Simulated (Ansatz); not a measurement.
CH$_{5}$SSi: geometry relaxation (part 2 of 2)

CH$_{5}$SSi, multiplicity 2; UKS PBE0/def2-SVP (Ansatz 0.2.0). It belongs to a series of runs on one base structure; here: end point B relaxed.

Geometry of the input (Å):
```
C  -0.8576  0.3141  -0.9747
Si 0.5724  0.4525  0.1635
S  0.9475  -1.5650  0.9274
H  -0.8334  -0.3214  -1.8441
H  -1.8095  0.7749  -0.7787
H  0.2958  1.2704  1.3374
H  2.1905  -1.8687  0.4106
H  -0.1674  -1.6745  1.6337
```

### Trajectory as extended XYZ, continued
```
8
Properties=species:S:1:pos:R:3:forces:R:3 step=7 energy=-19812.47466
C    -0.9188    0.3100   -0.9839   -0.0546  -0.1071  -0.0820
Si    0.1454    0.1148    0.3325   -0.1602  -0.0508  -0.1216
S     1.0017   -1.7639    0.8949   -0.0697   0.0834   0.0654
H    -1.2664   -0.5165   -1.6167    0.1562   0.1238   0.0424
H    -1.2870    1.3092   -1.2410   -0.0677  -0.0403   0.0474
H     0.4774    1.2266    1.2416    0.1461   0.1334   0.0680
H     2.3587   -1.2592    0.4099    0.0247  -0.0564  -0.0147
H    -0.1726   -2.0386    1.8377    0.0251  -0.0860  -0.0049
8
Properties=species:S:1:pos:R:3:forces:R:3 step=10 energy=-19812.49374
C    -0.9326    0.3184   -0.9693    0.0872  -0.1007   0.1099
Si    0.1520    0.1524    0.3358   -0.0383   0.0637   0.0041
S     0.9692   -1.7466    0.9045   -0.0001   0.0126   0.0130
H    -1.2268   -0.5336   -1.5843   -0.0281  -0.0545  -0.0380
H    -1.3754    1.2815   -1.2268   -0.0210   0.1148  -0.0254
H     0.5889    1.2934    1.1831    0.0072  -0.0784  -0.0310
H     2.3728   -1.2571    0.4854    0.0835   0.0531  -0.0452
H    -0.2096   -2.1261    1.7464   -0.0904  -0.0105   0.0127
8
Properties=species:S:1:pos:R:3:forces:R:3 step=12 energy=-19812.50156
C    -0.9725    0.3111   -0.9480    0.2599  -0.2206   0.2056
Si    0.1859    0.1473    0.2997   -0.1192   0.1319  -0.0639
S     0.9700   -1.7536    0.9092   -0.0891   0.0157   0.0665
H    -1.3164   -0.5445   -1.5341   -0.0249  -0.0285   0.0098
H    -1.3974    1.2789   -1.2081   -0.0546   0.1914  -0.0317
H     0.7137    1.2940    1.0935   -0.0390  -0.1321  -0.0865
H     2.4275   -1.1686    0.6610   -0.0190   0.0107  -0.0096
H    -0.2725   -2.1822    1.6018    0.0859   0.0315  -0.0903
8
Properties=species:S:1:pos:R:3:forces:R:3 step=14 energy=-19812.53920
C    -1.0161    0.2877   -0.9014   -0.1399   0.0008  -0.0550
Si    0.2250    0.1398    0.2634   -0.1888  -0.0190  -0.1718
S     0.9319   -1.7620    0.9327   -0.2463  -0.0966   0.0648
H    -1.4872   -0.5849   -1.3857    0.1584   0.3005   0.1560
H    -1.4143    1.2785   -1.1716    0.0859  -0.2381   0.0275
H     0.9158    1.2834    0.9062    0.0096  -0.0274  -0.0143
H     2.5397   -1.0153    0.9823    0.1561   0.0438   0.0341
H    -0.3565   -2.2448    1.2490    0.1651   0.0360  -0.0413
8
Properties=species:S:1:pos:R:3:forces:R:3 step=16 energy=-19812.62863
C    -1.0765    0.2738   -0.8653   -0.4638   0.0510  -0.3014
Si    0.2213    0.1153    0.2383   -0.1461  -0.0063  -0.1912
S     0.8717   -1.7810    0.9627   -0.6498  -0.2002   0.0639
H    -1.6540   -0.5974   -1.2740    0.4948   0.7874   0.3493
H    -1.4120    1.2940   -1.1655    0.1381  -0.6754   0.1295
H     1.0518    1.2396    0.7594   -0.1009  -0.1392  -0.0816
H     2.7570   -0.8856    1.2658    0.2810   0.0972   0.0555
H    -0.4209   -2.2764    0.9535    0.4466   0.0856  -0.0239
8
Properties=species:S:1:pos:R:3:forces:R:3 step=18 energy=-19812.77611
C    -1.1364    0.2845   -0.8556    0.1253   0.0621   0.0869
Si    0.1833    0.0688    0.2117   -0.0128   0.0823  -0.0712
S     0.7625   -1.8145    1.0275   -0.5443  -0.0608  -0.0910
H    -1.7563   -0.5402   -1.2313    0.0761   0.1681   0.0877
H    -1.4024    1.2998   -1.1779   -0.0027  -0.1546  -0.0096
H     1.0998    1.1595    0.6750   -0.1865  -0.2104  -0.0914
H     3.0730   -0.7440    1.4404    0.1101   0.0372   0.0224
H    -0.4852   -2.3315    0.7851    0.4348   0.0760   0.0662
8
Properties=species:S:1:pos:R:3:forces:R:3 step=21 energy=-19812.83318
C    -1.2167    0.3307   -0.8402    0.0427   0.1616  -0.1018
Si    0.1088    0.0290    0.1855    0.0198  -0.1163   0.0120
S     0.5718   -1.8421    1.0869    0.0957   0.1028   0.0757
H    -1.9495   -0.4288   -1.1157   -0.0348  -0.0928   0.0207
H    -1.3641    1.3130   -1.3027    0.0379  -0.0164   0.1019
H     1.1499    1.0067    0.5932   -0.0731  -0.0066  -0.0487
H     3.5419   -0.5486    1.6866    0.0080   0.0005   0.0030
H    -0.5036   -2.4775    0.5814   -0.0963  -0.0327  -0.0629
8
Properties=species:S:1:pos:R:3:forces:R:3 step=23 energy=-19812.83822
C    -1.2208    0.3266   -0.8513   -0.0258  -0.0105  -0.0224
Si    0.1016    0.0084    0.1709    0.0103   0.0008   0.0186
S     0.5664   -1.8387    1.1066    0.0001  -0.0278   0.0013
H    -1.9672   -0.4196   -1.1346    0.0011   0.0124   0.0049
H    -1.3514    1.3299   -1.2662   -0.0070   0.0103  -0.0144
H     1.1243    1.0073    0.5590    0.0092   0.0092   0.0051
H     3.5836   -0.5470    1.7116    0.0051   0.0010   0.0018
H    -0.4982   -2.4845    0.5788    0.0071   0.0045   0.0051
8
Properties=species:S:1:pos:R:3:forces:R:3 step=25 energy=-19812.83863
C    -1.2318    0.3291   -0.8580    0.0042  -0.0016   0.0008
Si    0.0881    0.0089    0.1690    0.0033   0.0000   0.0018
S     0.5559   -1.8410    1.1018   -0.0033   0.0062  -0.0031
H    -1.9811   -0.4149   -1.1386   -0.0011  -0.0020   0.0006
H    -1.3607    1.3313   -1.2772    0.0013  -0.0002   0.0029
H     1.1135    1.0061    0.5585   -0.0041  -0.0033  -0.0021
H     3.6623   -0.5489    1.7444    0.0014   0.0009   0.0004
H    -0.5077   -2.4884    0.5751   -0.0017   0.0001  -0.0013
8
Properties=species:S:1:pos:R:3:forces:R:3 step=27 energy=-19812.83869
C    -1.2380    0.3296   -0.8594    0.0084   0.0003   0.0009
Si    0.0824    0.0065    0.1662   -0.0023   0.0032  -0.0021
S     0.5449   -1.8438    1.1003   -0.0062   0.0008  -0.0063
H    -1.9894   -0.4123   -1.1398   -0.0016  -0.0022   0.0021
H    -1.3638    1.3320   -1.2790    0.0010  -0.0014   0.0019
H     1.1102    1.0018    0.5537   -0.0031  -0.0032   0.0002
H     3.7092   -0.5421    1.7655    0.0001   0.0006  -0.0001
H    -0.5170   -2.4895    0.5674    0.0037   0.0019   0.0033
```

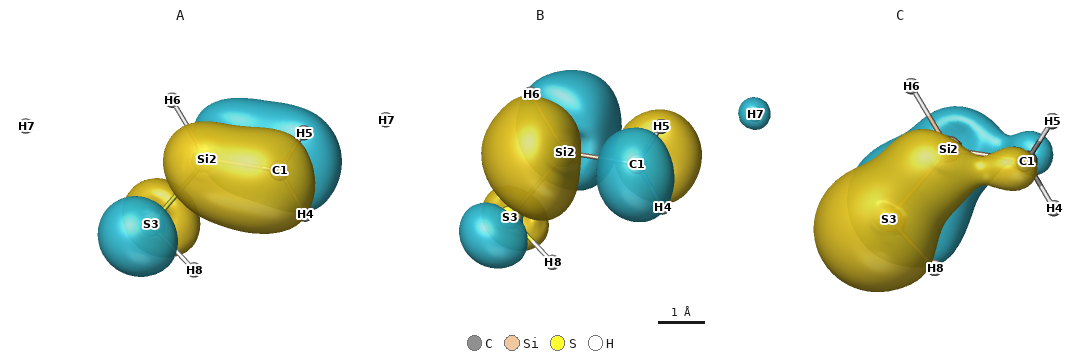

Fig. 1: Three frontier orbitals at ±0.1 Å⁻³ᐟ² (yellow and cyan are the two phases). C is the HOMO−1 (α) (−8.44 eV). By Hirshfeld shares it lies mainly on S3 (70 %) and Si2 (20 %). A is the HOMO (α) (−6.21 eV). B is the LUMO (α) (−0.66 eV). It lies mainly on Si2 (50 %), C1 (25 %) and S3 (10 %); π-antibonding (π*) across Si2–C1. The HOMO–LUMO gap is 5.55 eV between the orbital energies.

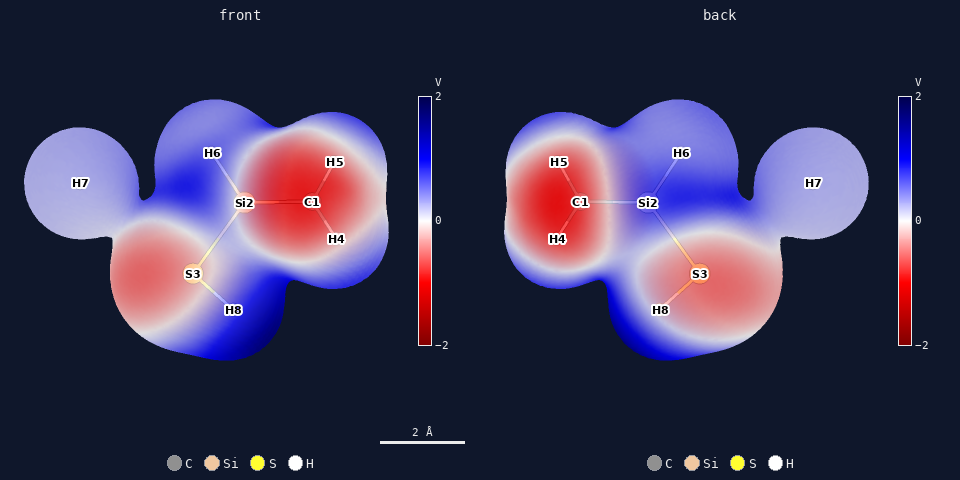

Fig. 2: The molecular electrostatic potential painted on the density surface at 0.002 e/bohr³, seen at a tilt and from behind; the colour scale runs from red (negative) to blue (positive). A positive charge is drawn to the negative regions and a negative charge to the positive ones.

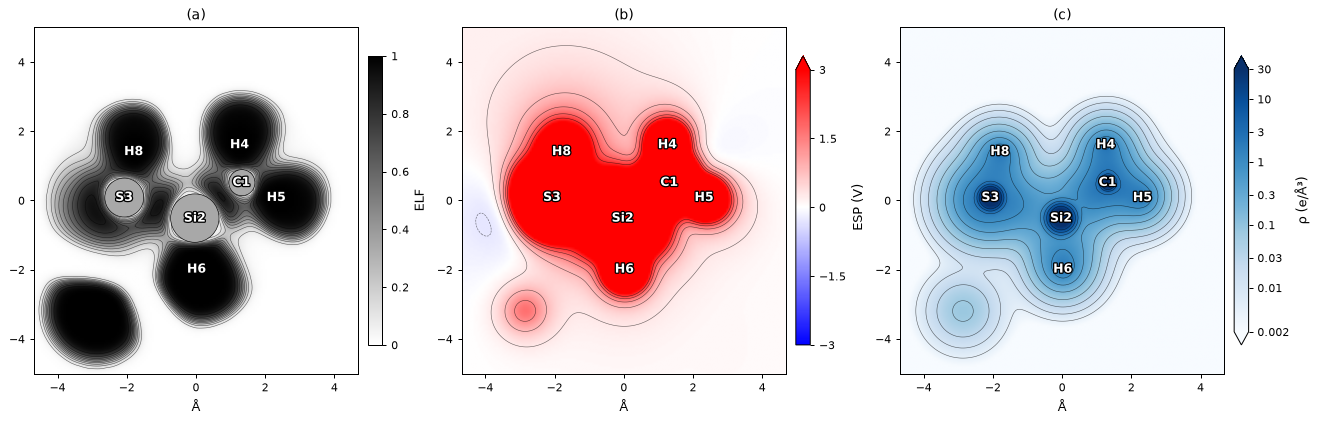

Fig. 3: (a) electron localisation function; (b) molecular electrostatic potential; (c) total electron density on the plane of atoms C1, Si2 and S3. Grey discs, where drawn, cover atomic cores. The section cuts through C, Si, S and H sites. Si–S (2.12 Å): ρ at the midpoint is about 0.83 e/Å³; the ELF peaks at about 0.95 between the atoms, which marks a shared electron pair. S–H (1.35 Å): ρ is about 1.4 e/Å³ halfway; the ELF climbs to about 1 towards the hydrogen. The potential has no marked negative region in this plane.

### Key numbers

| quantity | value |
| --- | --- |
| outcome | converged |
| total energy | −19812.8387 eV |
| mean-field energy | −19812.8387 eV |
| ⟨S²⟩ | 0.750 |
| largest force (length of the vector) at the end | 0.009 eV/Å |
| hardware | 2 threads of Arm Neoverse V2, 24 GiB of memory available, shared host |
| wall time | 60 s (CPU time 1.9 min) |
| peak memory | 0.23 GiB |
